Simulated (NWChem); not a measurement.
# H3Na3 ((NaH)3 ring) at UBP86-D2/6-31G(d) (density fitting with ahlrichs coulomb fitting, Cartesian functions, symtol 0.001)

We compute a short trajectory of H3Na3 ((NaH)3 ring). 

The results are computed with NWChem 7.3.0.

**1. The system as given**

The species is H3Na3 (6 atoms), typed as a singlet with charge 0. The shape comes from GFN2-xTB, which is rough for such elements, and wasn't checked as a minimum. The run starts from this shape.

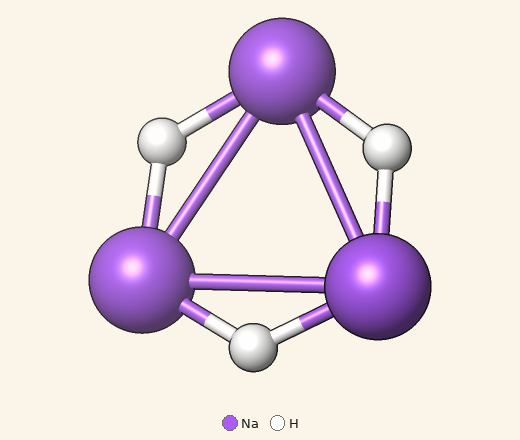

Viewed from a chosen angle; sodium purple, hydrogen white.

**2. Molecular dynamics at UBP86-D2/6-31G(d) (density fitting with ahlrichs coulomb fitting, Cartesian functions, symtol 0.001)**

Contents of test.nw:

```
echo
start test
title "H3Na3"
memory stack 880 mb heap 220 mb global 1100 mb
geometry units angstroms autosym 0.001 nocenter noautoz
 Na     0.369660     1.040410    -1.367380
 H      1.595370     0.218930    -0.481150
 Na     1.297440    -0.820600     0.856710
 H     -0.353590    -0.995400     1.304410
 Na    -1.667310    -0.224520     0.508500
 H     -1.241570     0.781180    -0.821090
end
basis "ao basis" cartesian
 Na library 6-31G*
 H library 6-31G*
end
basis "cd basis" spherical
 Na library "ahlrichs coulomb fitting"
 H library "ahlrichs coulomb fitting"
end
dft
 xc becke88 perdew86
 odft
 disp vdw 2
 grid coarse
 convergence lshift 0.1 diis 4
 direct
 mulliken
 noprint "final vectors analysis"
end
qmd
 nstep_nucl 10
 dt_nucl 20
 targ_temp 1000
 thermostat none
 rand_seed 20056
 print_xyz 1
end
task dft qmd
```

Command:

```sh
$ nwchem test.nw > test.out
```

Standard output:

```text
============================== echo of input deck ==============================
echo
start test
title "H3Na3"
memory stack 880 mb heap 220 mb global 1100 mb
geometry units angstroms autosym 0.001 nocenter noautoz
 Na     0.369660     1.040410    -1.367380
 H      1.595370     0.218930    -0.481150
 Na     1.297440    -0.820600     0.856710
 H     -0.353590    -0.995400     1.304410
 Na    -1.667310    -0.224520     0.508500
 H     -1.241570     0.781180    -0.821090
end
basis "ao basis" cartesian
 Na library 6-31G*
 H library 6-31G*
end
basis "cd basis" spherical
 Na library "ahlrichs coulomb fitting"
 H library "ahlrichs coulomb fitting"
end
dft
 xc becke88 perdew86
 odft
 disp vdw 2
 grid coarse
 convergence lshift 0.1 diis 4
 direct
 mulliken
 noprint "final vectors analysis"
end
qmd
 nstep_nucl 10
 dt_nucl 20
 targ_temp 1000
 thermostat none
 rand_seed 20056
 print_xyz 1
end
task dft qmd
================================================================================

             Northwest Computational Chemistry Package (NWChem) 7.3.0
             --------------------------------------------------------

           Job information
           ---------------

    nwchem branch   = 7.3.0
    use scalapack   = T
    input           = test.nw
    prefix          = test.
    data base       = ./test.db
    status          = startup
    nproc           =        1

           Memory information
           ------------------

    heap     =     28835836 doubles =      220.0 Mbytes
    stack    =    115343361 doubles =      880.0 Mbytes
    global   =    144179200 doubles =     1100.0 Mbytes (distinct from heap & stack)
    total    =    288358397 doubles =     2200.0 Mbytes
    verify   = yes
    hardfail = no

           Directory information
           ---------------------

  0 permanent = .
  0 scratch   = .

                                NWChem Input Module
                                -------------------

                                       H3Na3
                                       -----

 Scaling coordinates for geometry "geometry" by  1.889725989
 (inverse scale =  0.529177249)

 C1  symmetry detected

                             Geometry "geometry" -> ""
                             -------------------------

 Output coordinates in angstroms (scale by  1.889725989 to convert to a.u.)

  No.       Tag          Charge          X              Y              Z
 ---- ---------------- ---------- -------------- -------------- --------------
    1 Na                  11.0000     0.64274340     1.63613594    -0.00023882
    2 H                    1.0000     1.66211156     0.24927156     0.00944337
    3 Na                  11.0000     1.09518585    -1.37484498    -0.00030435
    4 H                    1.0000    -0.61419190    -1.56170506     0.00088653
    5 Na                  11.0000    -1.73792791    -0.26139520     0.00011989
    6 H                    1.0000    -1.04795035     1.31481130    -0.00067415

      Atomic Mass
      -----------

      Na                22.989800
      H                  1.007825

 Effective nuclear repulsion energy (a.u.)      89.0250449692

            Nuclear Dipole moment (a.u.)
            ----------------------------
        X                 Y               Z
 ---------------- ---------------- ----------------
    -0.0000300281     0.0023265924     0.0094478355

            XYZ format geometry
            -------------------
     6
 geometry
 Na                    0.64274340     1.63613594    -0.00023882
 H                     1.66211156     0.24927156     0.00944337
 Na                    1.09518585    -1.37484498    -0.00030435
 H                    -0.61419190    -1.56170506     0.00088653
 Na                   -1.73792791    -0.26139520     0.00011989
 H                    -1.04795035     1.31481130    -0.00067415

 ==============================================================================
                                internuclear distances
 ------------------------------------------------------------------------------
       center one      |      center two      | atomic units |  angstroms
 ------------------------------------------------------------------------------
    2 H                |   1 Na               |     3.25263  |     1.72122
    3 Na               |   1 Na               |     5.75381  |     3.04478
    3 Na               |   2 H                |     3.25080  |     1.72025
[... 5 lines of this table left out ...]
    6 H                |   5 Na               |     3.25148  |     1.72061
 ------------------------------------------------------------------------------
                         number of included internuclear distances:          9
 ==============================================================================

[... 103 lines left out ...]
          Convergence on energy requested:  1.00D-06
[... 22 lines left out ...]
          Convergence Information
[... 36 lines left out ...]
 1-e energy   =    -862.010029
[... 68 lines left out ...]
      One electron energy =     -865.156560732167
[... 137 lines left out ...]
          Convergence on energy requested:  1.00D-06
[... 22 lines left out ...]
          Convergence Information
[... 84 lines left out ...]
          Convergence on density requested:  1.00D-05
[... 23 lines left out ...]
          Convergence aids based upon iterative change in
[... 88 lines left out ...]
      One electron energy =     -864.876352088765
[... 137 lines left out ...]
          Convergence on energy requested:  1.00D-06
[... 22 lines left out ...]
          Convergence Information
[... 92 lines left out ...]
          Convergence on energy requested:  1.00D-06
[... 22 lines left out ...]
          Convergence Information
[... 89 lines left out ...]
         Total DFT energy =     -488.598263637638
[... 3 lines left out ...]
 Nuclear repulsion energy =       88.716139302050
[... 155 lines left out ...]
          Spatial weights used:  Erf1
[... 60 lines left out ...]
  Dipole (a.u.)     :        2  -7.361053E-02   2.965429E-02  -6.207553E-02
[... 54 lines left out ...]
          Spatial weights used:  Erf1
[... 83 lines left out ...]
   convergence    iter        energy       DeltaE   RMS-Dens  Diis-err    time
[... 10 lines left out ...]
    Exchange-Corr. energy =      -44.592072867855
[... 137 lines left out ...]
          Convergence on gradient requested:  5.00D-04
[... 23 lines left out ...]
          total energy or number of iterations.
[... 91 lines left out ...]
          Convergence on gradient requested:  5.00D-04
[... 23 lines left out ...]
          total energy or number of iterations.
[... 88 lines left out ...]
           Coulomb energy =      331.307625055218
[... 137 lines left out ...]
          Convergence on density requested:  1.00D-05
[... 23 lines left out ...]
          Convergence aids based upon iterative change in
[... 91 lines left out ...]
          Convergence on density requested:  1.00D-05
[... 23 lines left out ...]
          Convergence aids based upon iterative change in
[... 88 lines left out ...]
      One electron energy =     -863.009889132393
[... 137 lines left out ...]
          Convergence on energy requested:  1.00D-06
[... 22 lines left out ...]
          Convergence Information
[... 92 lines left out ...]
          Convergence on energy requested:  1.00D-06
[... 22 lines left out ...]
          Convergence Information
[... 89 lines left out ...]
         Total DFT energy =     -488.609580078398
[... 3 lines left out ...]
 Nuclear repulsion energy =       87.702805769666
[... 155 lines left out ...]
          Spatial weights used:  Erf1
[... 60 lines left out ...]
  Dipole (a.u.)     :        6  -2.011758E-01   9.016211E-02  -1.650046E-01
[... 54 lines left out ...]
          Spatial weights used:  Erf1
[... 83 lines left out ...]
   convergence    iter        energy       DeltaE   RMS-Dens  Diis-err    time
[... 10 lines left out ...]
    Exchange-Corr. energy =      -44.568289948372
[... 137 lines left out ...]
          Convergence on gradient requested:  5.00D-04
[... 23 lines left out ...]
          total energy or number of iterations.
[... 91 lines left out ...]
          Convergence on gradient requested:  5.00D-04
[... 23 lines left out ...]
          total energy or number of iterations.
[... 88 lines left out ...]
           Coulomb energy =      329.816849883344
[... 137 lines left out ...]
          Convergence on density requested:  1.00D-05
[... 23 lines left out ...]
          Convergence aids based upon iterative change in
[... 91 lines left out ...]
          Convergence on density requested:  1.00D-05
[... 23 lines left out ...]
          Convergence aids based upon iterative change in
[... 88 lines left out ...]
      One electron energy =     -860.041536782485
[... 137 lines left out ...]
          Convergence on energy requested:  1.00D-06
[... 22 lines left out ...]
          Convergence Information
[... 92 lines left out ...]
          Convergence on energy requested:  1.00D-06
[... 22 lines left out ...]
          Convergence Information
[... 89 lines left out ...]
         Total DFT energy =     -488.627737927808
[... 3 lines left out ...]
 Nuclear repulsion energy =       86.217942497492
[... 50 lines left out ...]
    Atom       Charge   Shell Charges
 -----------   ------   -------------------------------------------------------
    1 Na  11    -0.00  -0.00 -0.00  0.00  0.00 -0.00  0.00  0.00 -0.00
    2 H    1    -0.00  -0.00 -0.00
    3 Na  11    -0.00   0.00 -0.00 -0.00 -0.00 -0.00  0.00 -0.00 -0.00
    4 H    1     0.00  -0.00  0.00
    5 Na  11     0.00   0.00  0.00  0.00  0.00 -0.00  0.00 -0.00  0.00
    6 H    1     0.00  -0.00  0.00

   alpha - beta orbital overlaps
   -----------------------------

   alpha      1      2      3      4      5      6      7      8      9     10
    beta      1      2      3      4      5      6      7      8      9     10
 overlap   1.000  1.000  1.000  1.000  1.000  1.000  1.000  1.000  1.000  1.000

   alpha     11     12     13     14     15     16     17     18     19     20
    beta     11     12     13     14     15     16     17     18     19     20
 overlap   1.000  1.000  1.000  1.000  1.000  1.000  1.000  1.000  1.000  1.000

   alpha     21     22     23     24     25     26     27     28     29     30
    beta     21     22     23     24     25     26     27     28     29     30
 overlap   1.000  1.000  1.000  1.000  1.000  1.000  1.000  1.000  1.000  1.000

   alpha     31     32     33     34     35     36     37     38     39     40
    beta     31     32     33     34     35     36     37     38     39     40
 overlap   1.000  1.000  1.000  1.000  1.000  1.000  1.000  1.000  1.000  1.000

   alpha     41     42     43     44     45     46     47     48     49     50
    beta     41     42     43     44     45     46     47     48     49     50
 overlap   1.000  1.000  1.000  1.000  1.000  1.000  1.000  1.000  1.000  1.000

   alpha     51     52     53     54     55     56     57     58     59     60
    beta     51     52     53     54     55     56     57     58     59     60
 overlap   1.000  1.000  1.000  1.000  1.000  1.000  1.000  1.000  1.000  1.000

   alpha     61     62     63
    beta     61     62     63
 overlap   1.000  1.000  1.000

     --------------------------
     Expectation value of S2:
     --------------------------
      <S2> =      0.0000 (Exact =     0.0000)

 center of mass
 --------------
 x =  -0.00000000 y =  -0.00000000 z =   0.00000000

 moments of inertia (a.u.)
 ------------------
         423.409277863940          11.197843073738          -0.021646586845
          11.197843073738         404.706794437407          -0.008154622184
          -0.021646586845          -0.008154622184         827.948945182843

     Multipole analysis of the density
     ---------------------------------

     L   x y z        total         alpha         beta         nuclear
     -   - - -        -----         -----         ----         -------
     0   0 0 0     -0.000000    -18.000000    -18.000000     36.000000

     1   1 0 0     -0.277562     -0.255446     -0.255446      0.233330
[... 8 lines of this table left out ...]
     2   0 0 2    -17.758776     -8.919964     -8.919964      0.081152

            General Information
            -------------------
          SCF calculation type: DFT
          Wavefunction type:  spin polarized.
          No. of atoms     :     6
          No. of electrons :    36
           Alpha electrons :    18
            Beta electrons :    18
          Charge           :     0
          Spin multiplicity:     1
          Use of symmetry is: off; symmetry adaption is: off
          Maximum number of iterations:  50
          This is a Direct SCF calculation.
          AO basis - number of functions:    63
                     number of shells:    30
          A Charge density fitting basis will be used.
          CD basis - number of functions:   126
                     number of shells:    48
          Convergence on energy requested:  1.00D-06
          Convergence on density requested:  1.00D-05
          Convergence on gradient requested:  5.00D-04

              XC Information
              --------------
                    Becke 1988 Exchange Functional  1.000
                Perdew 1981 Correlation Functional  1.000 local
                Perdew 1986 Correlation Functional  1.000 non-local

             Grid Information
             ----------------
          Grid used for XC integration:  coarse
          Radial quadrature: Mura-Knowles
          Angular quadrature: Lebedev.
          Tag              B.-S. Rad. Rad. Pts. Rad. Cut. Ang. Pts.
          ---              ---------- --------- --------- ---------
          Na                  1.80       70          14.0       302
          H                   0.35       35          12.0       302
          Grid pruning is: on
          Number of quadrature shells:   315
          Spatial weights used:  Erf1

          Convergence Information
          -----------------------
          Convergence aids based upon iterative change in
          total energy or number of iterations.
          Levelshifting, if invoked, occurs when the
          HOMO/LUMO gap drops below (HL_TOL):  1.00D-02
          DIIS, if invoked, will attempt to extrapolate
          using up to (NFOCK):  4 stored Fock matrices.

                    Damping( 0%)  Levelshifting(0.1)       DIIS
                  --------------- ------------------- ---------------
          dE  on:    start            ASAP                start
          dE off:    2 iters         50 iters            50 iters

      Screening Tolerance Information
      -------------------------------
          Density screening/tol_rho:  1.00D-10
          AO Gaussian exp screening on grid/accAOfunc:  14
          CD Gaussian exp screening on grid/accCDfunc:  20
          XC Gaussian exp screening on grid/accXCfunc:  20
          Schwarz screening/accCoul:  1.00D-08

  int_init: cando_txs set to always be  F
  intd_init: cando_txs set to always be  F

                            NWChem DFT Gradient Module
                            --------------------------

                                       H3Na3

  charge          =   0.00
  wavefunction    = open shell

                         DFT ENERGY GRADIENTS

    atom               coordinates                        gradient
                 x          y          z           x          y          z
   1 Na      1.171374   3.173677  -0.007764   -0.027996  -0.007870   0.000997
   2 H       3.662673   0.314705   0.089696   -0.016132  -0.016625   0.000420
   3 Na      2.114335  -2.699866  -0.002996   -0.015146   0.015432   0.000446
   4 H      -1.162244  -3.331593   0.121698    0.018913   0.016974  -0.000110
   5 Na     -3.305463  -0.464600  -0.008942    0.013543   0.004893   0.000035
   6 H      -2.049796   2.806791   0.238024    0.026819  -0.012804  -0.001788

                 ----------------------------------------
                 |  Time  |  1-e(secs)   |  2-e(secs)   |
                 ----------------------------------------
                 |  CPU   |       0.01   |       0.00   |
                 ----------------------------------------
                 |  WALL  |       0.01   |       0.00   |
                 ----------------------------------------

            QMD Run Information
            -------------------
  Kin. energy (a.u.):       10            0.048888
  Pot. energy (a.u.):       10         -488.627738
  Tot. energy (a.u.):       10         -488.578850
  Target temp. (K)  :       10             1000.00
  Current temp. (K) :       10             2572.95
  Dipole (a.u.)     :       10  -2.775621E-01   1.315407E-01  -2.690077E-01

 Task  times  cpu:       36.5s     wall:       36.5s
 Total times  cpu:       36.5s     wall:       36.5s
```

Run time: 37 s. Hardware: 1 thread of Intel Xeon Platinum 8488C (Sapphire Rapids), shared host; peak memory 0.11 GiB.

Steps, from the record of the run:

```
step  potential energy change (eV)  largest force (eV/Å)  temperature (K)
   1                        0.0000                1.8106              945
   2                       -0.0409                1.8305             1023
   3                       -0.0955                1.8496             1129
   4                       -0.1650                1.8629             1264
   5                       -0.2497                1.8635             1427
   6                       -0.3489                1.8454             1619
   7                       -0.4609                1.8041             1835
   8                       -0.5830                1.7373             2071
   9                       -0.7117                1.6452             2320
  10                       -0.8430                1.5310             2573
```

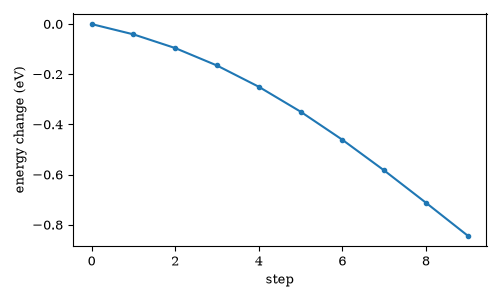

Energy along the run.

**3. Results**

At UBP86-D2/6-31G* (density fitting with ahlrichs coulomb fitting, Cartesian functions, symtol 0.001):

| quantity | value |
| --- | --- |
| potential energy of the last frame | -488.62774 Eh |
